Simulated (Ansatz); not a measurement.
# BCl₃FH₄N: search for a transition state

Aim: find the saddle point of a ligand exchange through a proton shuttle that is to form B1–N6, H5–F8, Cl2–H7 and break B1–Cl2, H5–N6, H7–F8, prove it by its vibrations, and relax downhill on both sides to see what it joins.

Computed with Ansatz 0.2.0, Gaussian basis. Level: PBE0-D4, def2-SVP first, then def2-TZVP.

191 further runs of the same task are left out: 1 that didn't finish, 190 set aside as unsound or not needed.

## (1) The starting structure

The guess: 10 atoms, charge 0, spin multiplicity 1.

Atoms are counted from 1 here; the program's logs count them from 0.

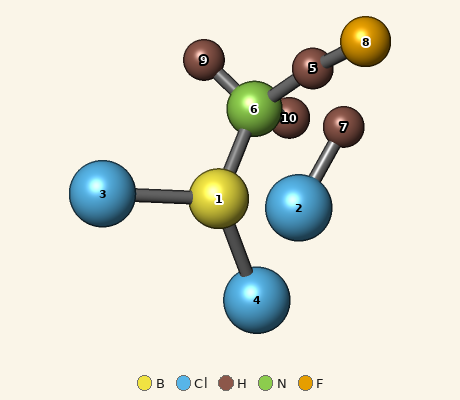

As it starts; boron yellow, chlorine blue, hydrogen brown, nitrogen green, fluorine amber; atoms are numbered from 1 in the order of the file.

As a file:

```
B    -0.70920   -0.25090   -0.74660
Cl    0.85880    1.25250   -1.39980
Cl   -0.39760   -1.59230   -1.85570
Cl   -2.19740    0.68410   -0.94020
H     0.69990    0.11420    1.05200
N    -0.31730   -0.51920    0.68710
H     1.49110    1.24560   -0.21300
F     1.65440    0.78460    1.20370
H    -0.05660   -1.48800    0.85540
H    -1.02610   -0.23060    1.35720
```

Distances that are to change: B1–N6 1.51 Å, H5–F8 1.18 Å, Cl2–H7 1.34 Å, B1–Cl2 2.27 Å, H5–N6 1.25 Å, H7–F8 1.50 Å.

## (2) Constrained relaxation of the guess

File hold/in.yaml:

```yaml
crystal:
  periodic: [false, false, false]
  atoms:
    - {symbol: B, position_ang: [-0.709200, -0.250900, -0.746600]}
    - {symbol: Cl, position_ang: [0.858800, 1.252500, -1.399800]}
    - {symbol: Cl, position_ang: [-0.397600, -1.592300, -1.855700]}
    - {symbol: Cl, position_ang: [-2.197400, 0.684100, -0.940200]}
    - {symbol: H, position_ang: [0.699900, 0.114200, 1.052000]}
    - {symbol: N, position_ang: [-0.317300, -0.519200, 0.687100]}
    - {symbol: H, position_ang: [1.491100, 1.245600, -0.213000]}
    - {symbol: F, position_ang: [1.654400, 0.784600, 1.203700]}
    - {symbol: H, position_ang: [-0.056600, -1.488000, 0.855400]}
    - {symbol: H, position_ang: [-1.026100, -0.230600, 1.357200]}
basis:
  gaussian: {orbitals: def2-SVP}
hamiltonian: {xc: pbe0, dispersion: d4}
relax: {f_tol: 0.04, max_steps: 150, escape_saddle: false, constraints: [{distance: [0, 5]}, {distance: [4, 7]}, {distance: [1, 6]}, {distance: [0, 1]}, {distance: [4, 5]}, {distance: [6, 7]}]}
```

Launch:

```sh
$ ansatz run in.yaml --threads 8 --pin off --events-out ev --progress --plain --max-ram 19148MiB
```

The program printed, shortened:

```text
Functional definition: PBE0
  name "PBE0"
  cite "Adamo & Barone, J. Chem. Phys. 110, 6158 (1999) doi:10.1063/1.478522"
  cite "Perdew, Burke & Ernzerhof, Phys. Rev. Lett. 77, 3865 (1996) doi:10.1103/PhysRevLett.77.3865"
  parent pbe
[...]
1215 factors; integrals over basis functions are off by at most 4.6e-4 eV
[...]
mean field -42486.95062620 eV, -1561.3666368235 hartree, gradient 3.1e-5 eV, S^2 0.000000; 0 other end points of the search recorded, 0 dependent functions left out
[...]
reference -42486.95064741 eV, -1561.3666376029 hartree; 38, 38 occupied and 78, 78 virtual orbitals, 1215 factors
relax step   1: F+E_penalty+E_count = -42487.20509821 eV  Δ(F+E_penalty+E_count) = +0.000e0 eV  max|allowed force component| = 2.489e-1 eV/Å  Δτ_max = 0.0000 Å  (26 SCF iters, accepted)
[...]
relax step   2: F+E_penalty+E_count = -42487.22672064 eV  Δ(F+E_penalty+E_count) = -2.162e-2 eV  max|allowed force component| = 1.297e-1 eV/Å  Δτ_max = 0.0521 Å  (31 SCF iters, accepted)
[...]
relax step   3: F+E_penalty+E_count = -42487.23027311 eV  Δ(F+E_penalty+E_count) = -3.552e-3 eV  max|allowed force component| = 3.840e-2 eV/Å  Δτ_max = 0.0137 Å  (31 SCF iters, accepted)
  distance B 0 - N 5 held at 1.510320 Å   reaction = -9.3312e-3 eV/Å
  distance H 4 - F 7 held at 1.176231 Å   reaction = +8.0128e-1 eV/Å
  distance Cl 1 - H 6 held at 1.344747 Å   reaction = -7.2317e-1 eV/Å
  distance B 0 - Cl 1 held at 2.268371 Å   reaction = +2.2840e-2 eV/Å
  distance H 4 - N 5 held at 1.252615 Å   reaction = -1.3984e-1 eV/Å
  distance H 6 - F 7 held at 1.498742 Å   reaction = +8.1678e-1 eV/Å
1215 factors; integrals over basis functions are off by at most 4.8e-4 eV
[...]
mean field -42486.97635920 eV, -1561.3675824935 hartree, gradient 1.4e-5 eV, S^2 0.000000; 1 other end points of the search recorded, 0 dependent functions left out
[...]
reference -42486.97638025 eV, -1561.3675832672 hartree; 38, 38 occupied and 78, 78 virtual orbitals, 1215 factors
Total energy: -42487.23029416 eV, -1561.3769144313 hartree
Atom 0 at    -0.706517    -0.248752    -0.745107 Å, force     0.033338     0.011126     0.019880 eV/Å
Atom 1 at     0.860283     1.255822    -1.398482 Å, force    -0.346189     0.014532    -0.648771 eV/Å
Atom 2 at    -0.396458    -1.606828    -1.852690 Å, force    -0.002665    -0.006005    -0.016136 eV/Å
Atom 3 at    -2.213427     0.679954    -0.931662 Å, force    -0.002651     0.007969    -0.013075 eV/Å
Atom 4 at     0.722622     0.135634     1.038847 Å, force     0.778903     0.511946     0.197600 eV/Å
Atom 5 at    -0.296437    -0.501755     0.686288 Å, force    -0.101921    -0.078248     0.007886 eV/Å
Atom 6 at     1.457934     1.211667    -0.194651 Å, force     0.445351    -0.245100     1.408346 eV/Å
Atom 7 at     1.680960     0.791287     1.226534 Å, force    -0.765369    -0.206061    -0.915857 eV/Å
Atom 8 at    -0.073102    -1.486394     0.835685 Å, force    -0.026954     0.003826    -0.017183 eV/Å
Atom 9 at    -1.035859    -0.230634     1.335337 Å, force    -0.011844    -0.013985    -0.022691 eV/Å
Dipole moment:    -0.265445    -0.334180     0.344610 e Å
```

Run time: 5.5 s. Hardware: 8 threads of Arm Neoverse V1, shared host.

The steps of the relaxation:

| step | energy from step 1 (eV) | largest force component (eV/Å) |
| --- | --- | --- |
| 1 | 0.0000 | 0.2489 |
| 2 | -0.0216 | 0.1297 |
| 3 | -0.0252 | 0.0384 |

Distances of close pairs at the start and the end, largest changes first:

| bond | before (Å) | after (Å) | change (Å) |
| --- | --- | --- | --- |
| B1–Cl4 | 1.768 | 1.780 | +0.012 |
| B1–Cl3 | 1.768 | 1.780 | +0.011 |
| N6–H9 | 1.017 | 1.021 | +0.003 |
| N6–H10 | 1.017 | 1.021 | +0.003 |
| H5–N6 | 1.253 | 1.253 | +0.000 |
| H5–F8 | 1.176 | 1.176 | +0.000 |
| B1–N6 | 1.510 | 1.510 | +0.000 |
| Cl2–H7 | 1.345 | 1.345 | +0.000 |

## (3) Force constants to start from

File hessian/in.yaml:

```yaml
crystal:
  periodic: [false, false, false]
  atoms:
    - {symbol: B, position_ang: [-0.706517, -0.248752, -0.745107]}
    - {symbol: Cl, position_ang: [0.860283, 1.255822, -1.398482]}
    - {symbol: Cl, position_ang: [-0.396458, -1.606828, -1.852690]}
    - {symbol: Cl, position_ang: [-2.213427, 0.679954, -0.931662]}
    - {symbol: H, position_ang: [0.722622, 0.135634, 1.038847]}
    - {symbol: N, position_ang: [-0.296437, -0.501755, 0.686288]}
    - {symbol: H, position_ang: [1.457934, 1.211667, -0.194651]}
    - {symbol: F, position_ang: [1.680960, 0.791287, 1.226534]}
    - {symbol: H, position_ang: [-0.073102, -1.486394, 0.835685]}
    - {symbol: H, position_ang: [-1.035859, -0.230634, 1.335337]}
basis:
  gaussian: {orbitals: def2-SVP}
hamiltonian: {xc: pbe0, dispersion: d4}
phonons: {}
scf: {lower_state_search: off}
```

Launch:

```sh
$ ansatz run in.yaml --threads 8 --pin off --events-out ev --progress --plain --max-ram 19148MiB
```

The program printed, shortened:

```text
[... 5 set-up lines as earlier in the session ...]
[...]
1215 factors; integrals over basis functions are off by at most 4.8e-4 eV
[...]
mean field -42486.97636057 eV, -1561.3675825441 hartree, gradient 5.8e-6 eV, S^2 0.000000; 0 other end points of the search recorded, 0 dependent functions left out
[...]
reference -42486.97638163 eV, -1561.3675833179 hartree; 38, 38 occupied and 78, 78 virtual orbitals, 1215 factors
[... from here to the last solve, the lines of the solves are left out (59 solves) ...]
1215 factors; integrals over basis functions are off by at most 4.8e-4 eV
mean field -42486.97633668 eV, -1561.3675816661 hartree, gradient 1.8e-6 eV, S^2 0.000000; 0 other end points of the search recorded, 0 dependent functions left out
[...]
WARN: phonons: modes at or below zero, which the zero-point energy, F, S and C_V leave out: 2, the lowest at -654.74 cm⁻¹. A minimum has none, and a first-order saddle one
[...]
Atom 3 at    -2.213427     0.679954    -0.931662 Å, force    -0.002648     0.007958    -0.013061 eV/Å
Atom 4 at     0.722622     0.135634     1.038847 Å, force     0.778901     0.511970     0.197532 eV/Å
Atom 5 at    -0.296437    -0.501755     0.686288 Å, force    -0.101921    -0.078224     0.007878 eV/Å
Atom 6 at     1.457934     1.211667    -0.194651 Å, force     0.445374    -0.245104     1.408395 eV/Å
Atom 7 at     1.680960     0.791287     1.226534 Å, force    -0.765388    -0.206098    -0.915832 eV/Å
Atom 8 at    -0.073102    -1.486394     0.835685 Å, force    -0.026951     0.003817    -0.017169 eV/Å
Atom 9 at    -1.035859    -0.230634     1.335337 Å, force    -0.011841    -0.013993    -0.022695 eV/Å
Dipole moment:    -0.265444    -0.334179     0.344610 e Å
Vibrations: -654.74 -69.44 168.48 170.85 186.27 293.17 310.83 344.53 424.31 534.29 623.30 650.21 653.46 820.60 934.82 1072.22 1112.59 1160.04 1489.84 1564.18 1615.84 2268.54 3529.52 3618.95 cm⁻¹, zero-point energy 1.459718 eV
Checks for a lower state left out: stability, starts, cluster_reference, orbital_swaps, neighbouring_geometries, increment
```

It took 47 s on 8 threads of Arm Neoverse V1, shared host.

The structure is not stationary yet, so these wavenumbers are no spectrum; the search needs only the force constants.

## (4) Saddle search in the small basis

A small driver takes partitioned rational-function steps: uphill along one mode, downhill along the rest. It calls the program once a step for energy and forces and updates the Hessian by Bofill's formula. It stops when the largest force is under 0.04 eV/Å and the followed curvature is negative. The first step's input:

File presaddle/in.yaml:

```yaml
crystal:
  periodic: [false, false, false]
  atoms:
    - {symbol: B, position_ang: [-0.706517, -0.248752, -0.745107]}
    - {symbol: Cl, position_ang: [0.860283, 1.255822, -1.398482]}
    - {symbol: Cl, position_ang: [-0.396458, -1.606828, -1.852690]}
    - {symbol: Cl, position_ang: [-2.213427, 0.679954, -0.931662]}
    - {symbol: H, position_ang: [0.722622, 0.135634, 1.038847]}
    - {symbol: N, position_ang: [-0.296437, -0.501755, 0.686288]}
    - {symbol: H, position_ang: [1.457934, 1.211667, -0.194651]}
    - {symbol: F, position_ang: [1.680960, 0.791287, 1.226534]}
    - {symbol: H, position_ang: [-0.073102, -1.486394, 0.835685]}
    - {symbol: H, position_ang: [-1.035859, -0.230634, 1.335337]}
basis:
  gaussian: {orbitals: def2-SVP}
hamiltonian: {xc: pbe0, dispersion: d4}
output: {forces: true}
scf: {lower_state_search: off}
```

Launch:

```sh
$ ansatz run in.yaml --threads 8 --pin off --events-out ev --progress --plain --max-ram 19148MiB
```

The driver's record:

| step | energy (eV) | largest force (eV/Å) | followed curvature (eV/Å²) |
| --- | --- | --- | --- |
| 1 | -42487.23026 | 1.4084 | -6.14 |
| 2 | -42487.33552 | 1.1503 | -5.31 |
| 3 | -42487.37069 | 0.4109 | -8.38 |
| 4 | -42487.37064 | 0.1246 | -5.56 |
| 5 | -42487.37032 | 0.0231 | -5.82 |

The 5 steps took 4 s in all (8 threads of Arm Neoverse V1, shared host).

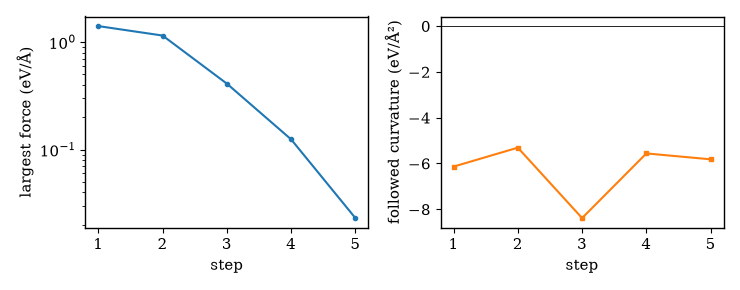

Largest force and followed curvature during the search.

## (5) Saddle search in triple zeta

The search itself is an outer loop (partitioned rational-function steps, Bofill update of the Hessian). Each step is one single-point run with forces. It stops when the largest force is under 0.01 eV/Å and the followed curvature is negative. The first step's input:

File saddle/in.yaml:

```yaml
crystal:
  periodic: [false, false, false]
  atoms:
    - {symbol: B, position_ang: [-0.755791, -0.296983, -0.720218]}
    - {symbol: Cl, position_ang: [0.903825, 1.317880, -1.405171]}
    - {symbol: Cl, position_ang: [-0.386707, -1.603058, -1.861158]}
    - {symbol: Cl, position_ang: [-2.219333, 0.676512, -0.948655]}
    - {symbol: H, position_ang: [0.807902, 0.191697, 1.043033]}
    - {symbol: N, position_ang: [-0.334564, -0.527709, 0.689665]}
    - {symbol: H, position_ang: [1.480438, 1.198026, -0.145584]}
    - {symbol: F, position_ang: [1.665214, 0.793701, 1.148891]}
    - {symbol: H, position_ang: [-0.101723, -1.507143, 0.851294]}
    - {symbol: H, position_ang: [-1.059261, -0.242923, 1.348003]}
basis:
  gaussian: {orbitals: def2-TZVP}
hamiltonian: {xc: pbe0, dispersion: d4}
output: {forces: true}
scf: {lower_state_search: off}
```

Launch:

```sh
$ ansatz run in.yaml --threads 8 --pin off --events-out ev --progress --plain --max-ram 19148MiB
```

Step by step:

| step | energy (eV) | largest force (eV/Å) | followed curvature (eV/Å²) |
| --- | --- | --- | --- |
| 1 | -42505.98927 | 0.2314 | -5.82 |
| 2 | -42505.98971 | 0.2306 | -5.55 |
| 3 | -42505.99577 | 0.1030 | -6.43 |
| 4 | -42505.99509 | 0.0571 | -5.69 |
| 5 | -42505.99526 | 0.0092 | -5.76 |

The 5 steps took 12 s in all (8 threads of Arm Neoverse V1, shared host).

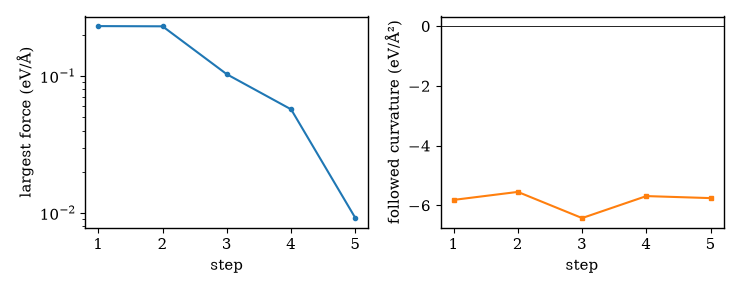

Largest force and followed curvature during the search.

The point found:

```
B    -0.76196   -0.30298   -0.71942
Cl    0.87474    1.38177   -1.37764
Cl   -0.33409   -1.59020   -1.84829
Cl   -2.24248    0.62467   -0.97223
H     0.78878    0.13475    1.00451
N    -0.33531   -0.51034    0.69796
H     1.48689    1.19878   -0.13266
F     1.70178    0.73306    1.11155
H    -0.14213   -1.48928    0.88302
H    -1.03621   -0.18024    1.35331
```

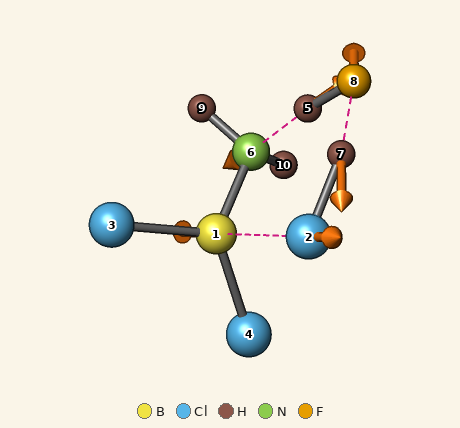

The point found; broken lines mark the pairs that react, arrows the followed mode.

(Part 1 of 2 ends here.)
